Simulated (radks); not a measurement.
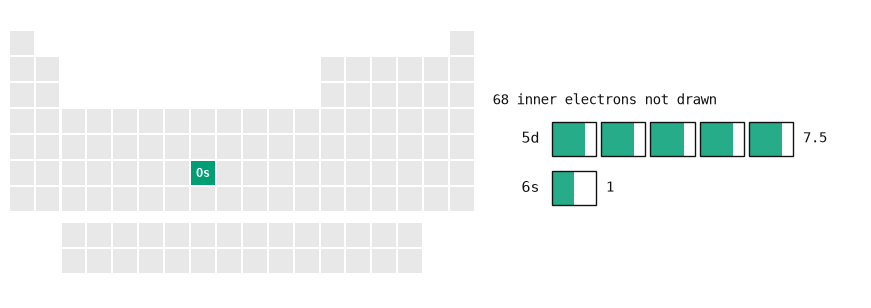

Left, the place of osmium in the periodic table; right, the outer shells as the input fills them: a box for each of the 2l + 1 orbitals, shaded by the share of the shell that is filled, with the electron count at the right.

**Atomic calculation, with input and output: Os (charge -0.5)**

- system: Os with charge -0.5 in the configuration [Xe] 4f14 5d7.5 6s1.
- method: scalar-relativistic Kohn-Sham, r2SCAN, spin-unpolarised, spherical densities, finite nucleus (the in-house radial solver radks)

### Results in brief

- outcome: converged
- total energy: −17252.6524 hartree
- kinetic energy: 19115.6652 hartree
- electron–nucleus energy: −42771.3147 hartree
- Hartree energy: 6741.9347 hartree
- exchange–correlation energy: −338.937620 hartree
- radius at density 0.001 e/bohr³: 4.75 bohr
- SCF iterations: 20
- hardware: 1 CPU thread, shared host

### Input
```
Z 76
configuration [Xe] 4f14 5d7.5 6s1
relativity scalar-relativistic
functional r2scan,r2scan
spin unpolarised
nucleus finite rms 5.4126 fm
c 137.035999084
```

Energies in input and log are in hartree, lengths in bohr (the nuclear radius in fm).

### Output
```
1s      1   2.0000       -2717.08841878
2s      1   2.0000        -473.99861978
2p      1   6.0000        -412.65270900
3s      1   2.0000        -110.49869279
3p      1   6.0000         -92.40186172
3d      1  10.0000         -72.13553325
4s      1   2.0000         -23.34510691
4p      1   6.0000         -17.38340544
4d      1  10.0000          -9.93979521
4f      1  14.0000          -1.68527429
5s      1   2.0000          -3.19142823
5p      1   6.0000          -1.68215293
5d      1   7.5000          -0.03104603
6s      1   1.0000          -0.07933099
Etot -17252.65242575263
Ekin 19115.665168953466
Encl -42771.314661041484
Eh 6741.934685889346
Exc -338.9376195539545
err 5.523765882492247e-07
it 20
```

### Orbitals

```tsv
orbital	occupation	energy (eV)	⟨r⟩ (bohr)	outer maximum (bohr)
1s	2	−73935.7	0.01774	0.0110
2s	2	−12898.2	0.07489	0.0634
2p	6	−11228.9	0.06728	0.0522
3s	2	−3006.8	0.1937	0.179
3p	6	−2514.4	0.1944	0.177
3d	10	−1962.9	0.1763	0.145
4s	2	−635.253	0.4318	0.405
4p	6	−473.027	0.4591	0.425
4d	10	−270.476	0.4889	0.435
5s	2	−86.843	1.012	0.915
4f	14	−45.859	0.5567	0.407
5p	6	−45.774	1.178	1.03
6s	1	−2.159	3.295	2.61
5d	7.5	−0.845	1.988	1.37
```

### Slater integrals of the outer shells (hartree)

| integral | value |
| --- | --- |
| F0(5d,5d) | 0.4662 |
| F2(5d,5d) | 0.2279 |
| F4(5d,5d) | 0.1466 |
| F0(5d,6s) | 0.3269 |
| G2(5d,6s) | 0.0901 |
| F0(5d,5p) | 0.5679 |
| F2(5d,5p) | 0.2599 |
| G1(5d,5p) | 0.3019 |
| G3(5d,5p) | 0.1846 |
| F0(5d,4f) | 0.6315 |
| F2(5d,4f) | 0.1318 |
| F4(5d,4f) | 0.0598 |
| G1(5d,4f) | 0.0452 |
| G3(5d,4f) | 0.0406 |

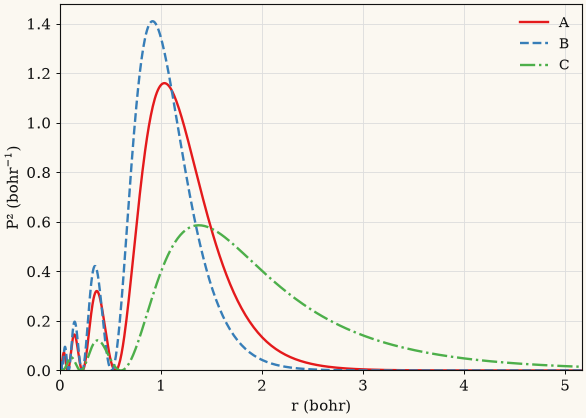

The radial probability densities P² of 5p, 5d and 5s. A is 5p; B is 5s; C is 5d. 5s: outer maximum at 0.915 bohr, ⟨r⟩ = 1.01 bohr, 4 nodes, eigenvalue −86.8 eV; 5p: outer maximum at 1.03 bohr, ⟨r⟩ = 1.18 bohr, 3 nodes, eigenvalue −45.8 eV; 5d: outer maximum at 1.37 bohr, ⟨r⟩ = 1.99 bohr, 2 nodes, eigenvalue −0.845 eV. The innermost lobes are too small to be seen at this scale.

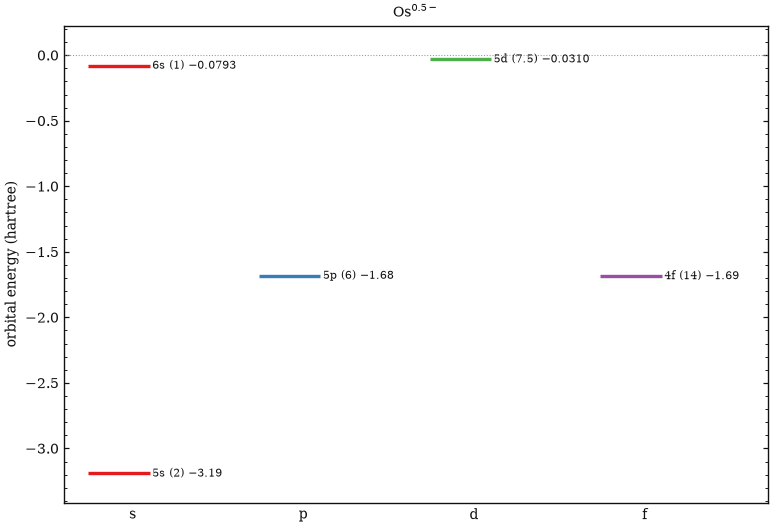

The outer levels are drawn (occupations in brackets). The highest occupied level is 5d at −0.0310 hartree. From the top down the occupied levels run 5d (−0.0310 hartree), 6s (−0.0793 hartree), 5p (−1.68 hartree), 4f (−1.69 hartree), 5s (−3.19 hartree).

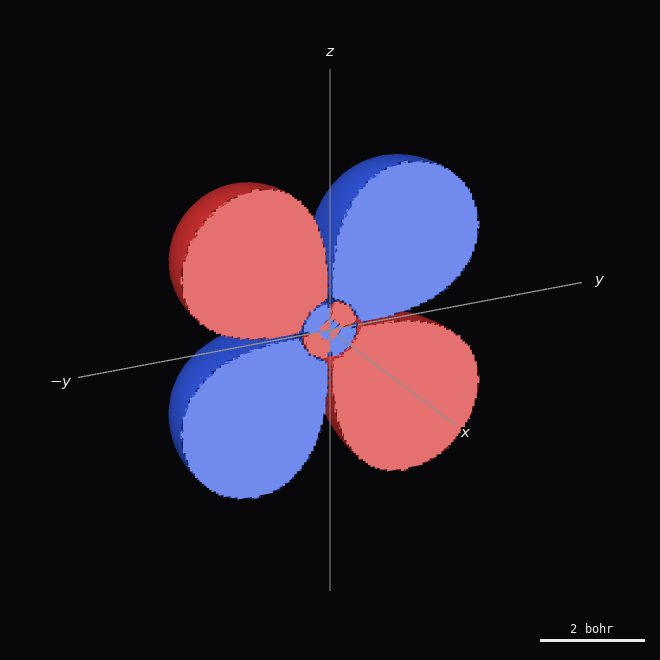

The 5d(yz) orbital. The surface of constant |ψ| that holds about 90 % of the electron is drawn, blue where ψ is positive and red where it is negative, with the half in front of the yz plane cut away and the cut face painted. The radial function comes from the spherical calculation and is multiplied by a real spherical harmonic; the overall sign is chosen so that the largest lobe of P(r) is positive; at the scalar-relativistic level it is the large component. It has the nodal planes xy and xz and 2 radial nodes, at r = 0.204 and 0.602 bohr. The outermost maximum of P² lies at 1.37 bohr, ⟨r⟩ = 1.99 bohr, 90 % of the charge lies within 3.29 bohr, and the eigenvalue is −0.845 eV, with 7.5 electrons in the shell.
